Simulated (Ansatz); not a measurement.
# CCSDTQ/STO-3G run of SiF2 (SMILES F[Si]F)

What is the electronic atomisation energy of SiF2 at CCSDTQ/STO-3G? 

The results are computed with Ansatz 0.2.0.

41 further runs of the same task are left out: 3 that didn't finish, 38 set aside as unsound or not needed.

### 1 The system as given

The species is SiF2 (3 atoms), meant as a singlet with charge 0. As SMILES, `F[Si]F`. Geometry: relaxed at PBE0-D4/def2-TZVP.

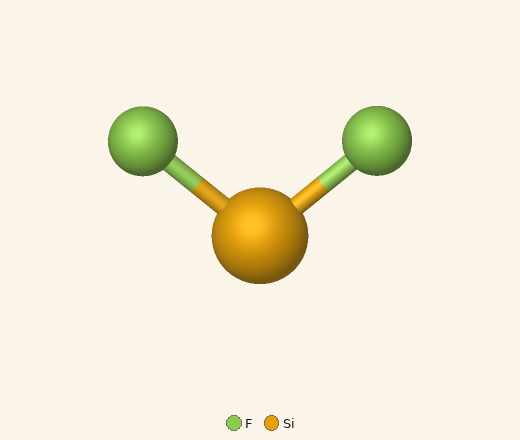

Viewed from a chosen angle; fluorine green, silicon amber.

### 2 A single-point energy at CCSDTQ/STO-3G

The input, run.yaml:

```yaml
crystal:
  periodic: [false, false, false]
  atoms:
    - {symbol: F, position_ang: [0.166300, 1.246800, 0.229400]}
    - {symbol: Si, position_ang: [-0.594900, -0.046400, -0.330100]}
    - {symbol: F, position_ang: [0.428600, -1.200400, 0.100700]}
basis:
  gaussian: {orbitals: STO-3G}
correlation: {method: ccsdtq, frozen_orbitals: {F: 1, Si: 5}}
accuracy: high
scf: {omitted_lower_state_checks: [cluster_reference, increment]}
```

Command:

```sh
$ ansatz run run.yaml --threads 1 --pin off --max-ram 2610MiB --events-out events.jsonl --progress --plain --runs-dir runs
```

Standard output:

```text
Warning: RAYON_NUM_THREADS=1 ignored (pool sized by the plan → 1); use --threads N
Functional definition: HF
  name "HF"
  exchange = exact_x
  correlation = 0
these checks for a lower state are left out or cut short: cluster_reference, increment
337 factors; integrals over basis functions are off by at most 2.4e-8 eV
mean field evaluation 1: about -13104.9077 eV, gradient 2.2e1 eV
mean field evaluation 2: about -13104.9660 eV, gradient 2.2e1 eV
mean field evaluation 4: about -13107.2783 eV, gradient 1.0e0 eV
mean field evaluation 8: about -13107.2865 eV, gradient 2.6e-2 eV
mean field -13107.28653165 eV, -481.6838956002 hartree, gradient 4.8e-8 eV, S^2 0.000000; 0 other end points of the search recorded, 0 dependent functions left out
7 core orbitals not correlated: weight in the atoms' cores, before any rotation towards them, 1.000 or more for the frozen orbitals, at most 0.000 for the correlated occupied ones
reference -13107.28653165 eV, -481.6838956002 hartree; 9, 9 occupied and 3, 3 virtual orbitals, 337 factors
second order -1.90176254 eV of doubles, -0.00000000 eV of singles
cycle   1  -1.93405664 eV  change   -3.2e-2 eV  update   1.2e-1
cycle   2  -2.28064691 eV  change   -3.5e-1 eV  update   7.5e-2
cycle   3  -2.42486507 eV  change   -1.4e-1 eV  update   3.8e-2
cycle   4  -2.47737152 eV  change   -5.3e-2 eV  update   2.3e-2
cycle   5  -2.48427020 eV  change   -6.9e-3 eV  update   1.5e-2
cycle   6  -2.47887578 eV  change    5.4e-3 eV  update   4.6e-3
cycle   7  -2.48051330 eV  change   -1.6e-3 eV  update   2.7e-3
cycle   8  -2.47970116 eV  change    8.1e-4 eV  update   5.9e-4
cycle   9  -2.47871338 eV  change    9.9e-4 eV  update   3.8e-4
cycle  10  -2.47900774 eV  change   -2.9e-4 eV  update   1.5e-4
cycle  11  -2.47903044 eV  change   -2.3e-5 eV  update   7.5e-5
cycle  12  -2.47900203 eV  change    2.8e-5 eV  update   4.2e-5
cycle  13  -2.47901653 eV  change   -1.4e-5 eV  update   9.7e-6
cycle  14  -2.47901816 eV  change   -1.6e-6 eV  update   8.5e-6
cycle  15  -2.47901677 eV  change    1.4e-6 eV  update   4.5e-6
cycle  16  -2.47901224 eV  change    4.5e-6 eV  update   1.6e-6
cycle  17  -2.47901142 eV  change    8.2e-7 eV  update   4.3e-7
cycle  18  -2.47901133 eV  change    9.4e-8 eV  update   2.5e-7
cycle  19  -2.47901130 eV  change    2.9e-8 eV  update   8.2e-8
cycle  20  -2.47901141 eV  change   -1.1e-7 eV  update   7.3e-8
cycle  21  -2.47901136 eV  change    4.9e-8 eV  update   4.0e-8
cycle  22  -2.47901107 eV  change    2.9e-7 eV  update   5.7e-8
cycle  23  -2.47901099 eV  change    8.0e-8 eV  update   2.5e-8
cycle  24  -2.47901099 eV  change   -2.2e-9 eV  update   2.7e-8
cycle  25  -2.47901097 eV  change    2.6e-8 eV  update   2.0e-8
cycle  26  -2.47901097 eV  change  -3.8e-10 eV  update   3.0e-9
cycle  27  -2.47901097 eV  change   -1.8e-9 eV  update   3.4e-9
cycle  28  -2.47901097 eV  change   -3.6e-9 eV  update   1.4e-9
cycle  29  -2.47901098 eV  change  -6.6e-10 eV  update  8.8e-10
Total energy: -13109.76554262 eV, -481.7749975732 hartree
Checks for a lower state left out: cluster_reference, increment
```

Wall time 13 s (1 thread of Arm Neoverse V1, shared host); peak memory 0.49 GiB.

### 3 The F atom, same level

The input, job.yaml:

```yaml
crystal:
  periodic: [false, false, false]
  atoms:
    - symbol: F
      position_ang: [0.000000, 0.000000, 0.000000]
basis:
  gaussian: {orbitals: STO-3G}
magnetization: {spin_polarized: true, initial_magnetization: 1}
correlation: {method: ccsdtq, frozen_orbitals: {F: 1}}
accuracy: high
scf: {omitted_lower_state_checks: [cluster_reference, increment]}
```

Run the same way, it converges to -97.98651 Eh (log not shown).

### 4 The Si atom

The input, in.yaml:

```yaml
basis:
  gaussian:
    orbitals: STO-3G
crystal:
  periodic: [false, false, false]
  atoms:
    - {symbol: Si, position_ang: [0.000000, 0.000000, 0.000000]}
magnetization:
  spin_polarized: true
  initial_magnetization: 2
correlation:
  method: ccsdtq
  frozen_orbitals: {Si: 5}
accuracy: high
scf:
  omitted_lower_state_checks: [cluster_reference, increment]
```

Run the same way, it converges to -285.47963 Eh (log not shown).

### 5 Summary of results

At CCSDTQ/STO-3G, 7 core orbitals frozen:

| quantity | value |
| --- | --- |
| molecule: total energy | -481.77500 Eh |
| molecule: correlation energy (7 core orbitals frozen) | -91.1 mEh |
| molecule: T1 diagnostic | 0.021 |
| F atom: total energy | -97.98651 Eh |
| F atom: correlation energy (1 core orbital frozen) | 0.0 mEh |
| F atom: ⟨S²⟩ of the reference determinant | 0.750 |
| F atom: T1 diagnostic | 0.000 |
| Si atom: total energy | -285.47963 Eh |
| Si atom: correlation energy (5 core orbitals frozen) | -13.4 mEh |
| Si atom: ⟨S²⟩ of the reference determinant | 2.000 |
| Si atom: T1 diagnostic | 0.000 |
| electronic atomisation energy | 8.772 eV |

Taking the molecule apart into free atoms costs 8.77 eV (846 kJ/mol), before zero-point energy and without spin-orbit coupling. In a minimal basis such a difference can be off by several eV, whatever the method.
